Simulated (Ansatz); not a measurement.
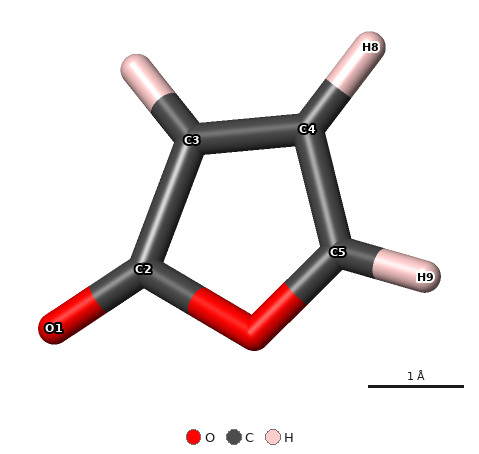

The structure (stick view, seen at an oblique angle; atoms are numbered from 1 in the order of the input). Bond lengths as drawn: C–C 1.33 to 1.47 Å, C–H 1.08 to 1.09 Å and C–O 1.15 to 1.57 Å.

C4H3O2 (charge +1): single-point calculation

The run: single-point calculation of C4H3O2, charge +1. Method and program: RHF-CCSD(T), frozen core/def2-TZVPP (Ansatz 0.2.0).

The geometry comes from this level: PBE0-D4/def2-TZVPP.

Output
```
Engine: ansatz 0.2.0, x86_64-unknown-linux-gnu
Functional definition: HF
  exchange = exact_x
  correlation = 0
1431 factors; integrals over basis functions are off by at most 1.3e-3 eV
mean field evaluation 1: about -8232.1378 eV, gradient 5.3e1 eV
mean field evaluation 2: about -8232.5501 eV, gradient 5.3e1 eV
mean field evaluation 4: about -8238.1458 eV, gradient 5.9e0 eV
mean field evaluation 8: about -8238.2752 eV, gradient 7.7e-1 eV
mean field evaluation 16: about -8238.2798 eV, gradient 1.7e-6 eV
mean field -8238.27980666 eV, -302.7511987880 hartree, gradient 1.7e-6 eV, S^2 0.000000; 0 other end points of the search recorded, 0 dependent functions left out; unrestricted orbitals would lower it
6 core orbitals not correlated: weight in the atoms' cores, before any rotation towards them, 1.000 or more for the frozen orbitals, at most 0.000 for the correlated occupied ones
reference -8238.27980666 eV, -302.7511987880 hartree; 15, 15 occupied and 207, 207 virtual orbitals, 1431 factors
second order -28.43305488 eV of doubles, -0.00000000 eV of singles
cycle   1  -27.75374889 eV  change    6.8e-1 eV  update   1.5e-1
cycle   2  -28.59933248 eV  change   -8.5e-1 eV  update   5.1e-2
cycle   3  -28.82457833 eV  change   -2.3e-1 eV  update   2.8e-2
cycle   4  -28.80587569 eV  change    1.9e-2 eV  update   9.5e-3
cycle   5  -28.79856942 eV  change    7.3e-3 eV  update   5.2e-3
cycle   6  -28.80382231 eV  change   -5.3e-3 eV  update   2.4e-3
cycle   7  -28.80334920 eV  change    4.7e-4 eV  update   1.0e-3
cycle   8  -28.80287248 eV  change    4.8e-4 eV  update   5.0e-4
cycle   9  -28.80321427 eV  change   -3.4e-4 eV  update   2.0e-4
cycle  10  -28.80330491 eV  change   -9.1e-5 eV  update   8.4e-5
cycle  11  -28.80324668 eV  change    5.8e-5 eV  update   3.6e-5
cycle  12  -28.80330020 eV  change   -5.4e-5 eV  update   1.4e-5
cycle  13  -28.80329633 eV  change    3.9e-6 eV  update   5.0e-6
```

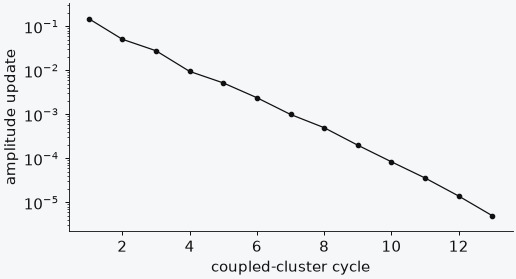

Convergence of the coupled-cluster equations: amplitude update against the coupled-cluster cycle. The residual falls at every step.

```
perturbative correction -1.46559225 eV, -0.0538595219 hartree
Total energy: -8268.54869523 eV, -303.8635599262 hartree
```

This output came from the following input.

Input file
```yaml
crystal:
  periodic: [false, false, false]
  atoms:
    - { symbol: O, position_ang: [1.91314366, -0.3579714, 0.03449801] }
    - { symbol: C, position_ang: [0.81221654, -0.01869244, 0.00935961] }
    - { symbol: C, position_ang: [0.03727231, 1.23465049, -0.04770071] }
    - { symbol: C, position_ang: [-1.26755343, 0.95384364, -0.05094977] }
    - { symbol: C, position_ang: [-1.39328214, -0.49712248, 0.00411845] }
    - { symbol: O, position_ang: [-0.30950276, -1.11939306, 0.04007908] }
    - { symbol: H, position_ang: [0.53695651, 2.19315143, -0.07950705] }
    - { symbol: H, position_ang: [-2.10520898, 1.63451315, -0.0864624] }
    - { symbol: H, position_ang: [-2.31869169, -1.07114932, 0.01652478] }
total_charge: 1
basis:
  gaussian: { orbitals: def2-TZVPP }
correlation:
  method: ccsd_t
```

Launch command:
```bash
ansatz run input.yaml --threads 4 --pin off --max-ram 10240MiB --backend cpu --events-out ev --progress --plain --runs-dir out
```

Key numbers

- outcome: converged
- total energy: −8268.5487 eV
- mean-field energy: −8238.2798 eV
- CCSD correlation: −28.8033 eV
- (T) correction: −1.4656 eV
- T1 diagnostic: 0.020
- SCF solution under orbital rotations: stable within restricted orbitals
- hardware: 4 threads of Intel Xeon @ 2.50GHz (Skylake/Cascade Lake), 32 GiB of memory available, shared host
- wall time: 73 s (CPU time 4.8 min)
- peak memory: 4.2 GiB
